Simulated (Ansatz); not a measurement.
**Cl$_{2}$HInO···PH$_{3}$: density, localisation and related maps**

Input file:

```
crystal:
  periodic: [false, false, false]
  atoms:
    - { symbol: In, position_ang: [0.0, 0.0, 0.0] }
    - { symbol: O, position_ang: [0.0, 0.0, 2.34] }
    - { symbol: H, position_ang: [-0.9095, -0.2814, 2.6771] }
    - { symbol: Cl, position_ang: [2.113, 0.0, -1.22] }
    - { symbol: Cl, position_ang: [-2.113, 0.0, -1.22] }
    - { symbol: P, position_ang: [0.595, 2.5799, 0.8797] }
    - { symbol: H, position_ang: [1.6588, 2.5269, 1.8189] }
    - { symbol: H, position_ang: [0.9813, 3.3809, -0.2273] }
    - { symbol: H, position_ang: [0.3015, 1.3074, 2.1129] }
basis:
  gaussian: { orbitals: def2-SVP }
hamiltonian:
  xc: pbe
  dispersion: d4
relax:
  f_tol: 0.15
  max_steps: 25
  restrain:
    - { distance: [0, 5], at: 3.69, k: 30.0 }
    - { distance: [8, 1], at: 2.21, k: 30.0 }
    - { distance: [0, 1], at: 1.99, k: 30.0 }
    - { distance: [8, 5], at: 1.42, k: 30.0 }
output:
  orbitals: {}
```

Launched as:

```sh
ansatz run input.yaml --threads 4 --pin off --max-ram 5120MiB --backend cpu --events-out ev --progress --plain --runs-dir out
```

The fields are those of the run's last geometry, not of the input's.

Core potentials replace the inner electrons of In.

All numbers below come from Ansatz, RKS PBE-D4/def2-SVP.

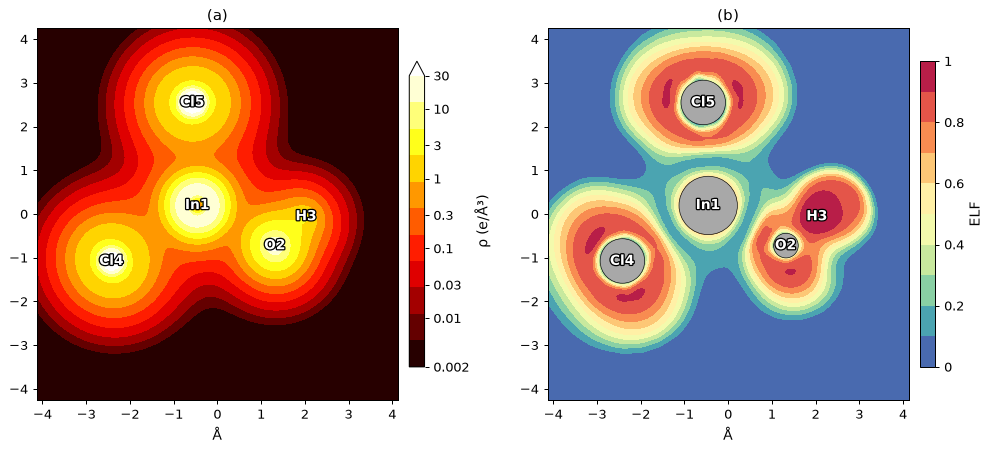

Figure 1. (a) electron density; (b) ELF on the plane of atoms O2, In1 and Cl5. Grey discs cover the atomic cores in the ELF map.

Q: Read the bonding off the picture.

A:
- The plane passes through In, O, H and Cl nuclei.
- In–O (2.00 Å): the density is about 0.71 e/Å³ at the midpoint; the ELF peaks at about 0.80 in the valence shell of O, 0.7 Å from its nucleus, and drops to about 0.15 between the two atoms.
- In–Cl (2.34 Å): the density is about 0.51 e/Å³ at the midpoint; the ELF peaks at about 0.80 in the valence shell of Cl, 0.8 Å from its nucleus, and drops to about 0.15 between the two atoms.
- O–H (0.98 Å): the density is about 3.5 e/Å³ at the midpoint; the ELF climbs to about 1 towards the hydrogen, as it does in any bond to H; an ordinary covalent bond to hydrogen.
- The ELF also peaks beside Cl4, O2 and Cl5, away from the bonds: lone-pair regions.

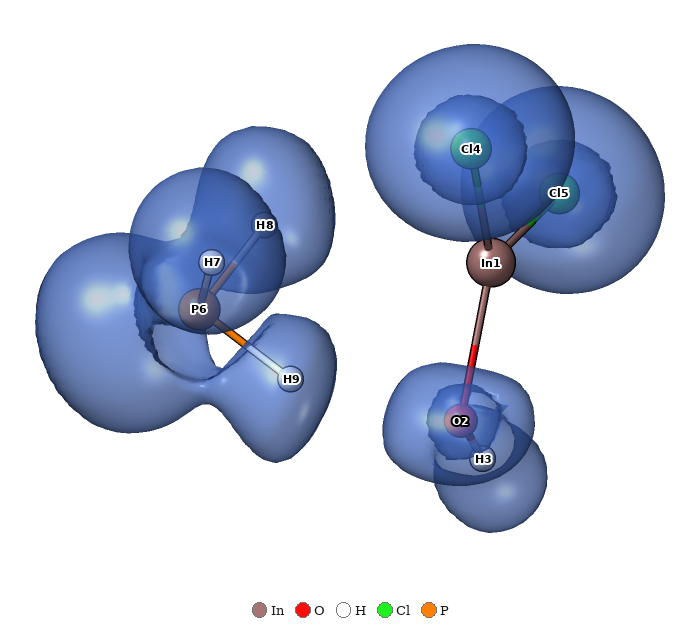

Figure 2. Isosurface of the ELF at 0.75 (blue), seen at a tilt. Only the valence region is drawn (cores and ρ < 0.01 e/Å³ removed).

Q: Describe the localisation domains.

A: At this value the surface marks out two regions wrapped around Cl (the valence shell of each), one joined region spread over several atoms (H, O), in which their bonds and any lone pairs are merged and one joined region spread over several atoms (H, P), in which their bonds and any lone pairs are merged. Along the contacts the grid gives the following. In1···H9 (2.88 Å): the ELF dips to about 0.05 between them.

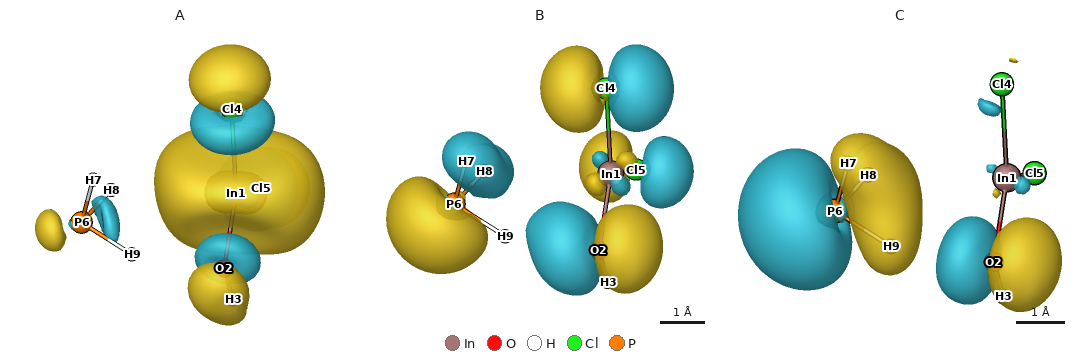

Figure 3. Three frontier orbitals at ±0.08 Å⁻³ᐟ² (yellow and cyan are the two phases), in no order.

Q: Order the three orbitals by energy and name them.

A: B is the HOMO−1 (−7.47 eV). By Hirshfeld shares it lies mainly on O2 (about 35 %), Cl4 (about 20 %), P6 (about 20 %) and Cl5 (about 10 %); largely a combination of lone pairs on O2, Cl4, P6 and Cl5. C is the HOMO (−6.84 eV). By Hirshfeld shares it lies mainly on P6 (about 55 %) and O2 (about 30 %); largely a combination of lone pairs on P6 and O2. A is the LUMO (−3.51 eV). By Hirshfeld shares it lies mainly on In1 (about 45 %), Cl5 (about 20 %), Cl4 (about 20 %) and O2 (about 15 %).

Q: What is the HOMO–LUMO gap?

A: 3.33 eV between the orbital energies.
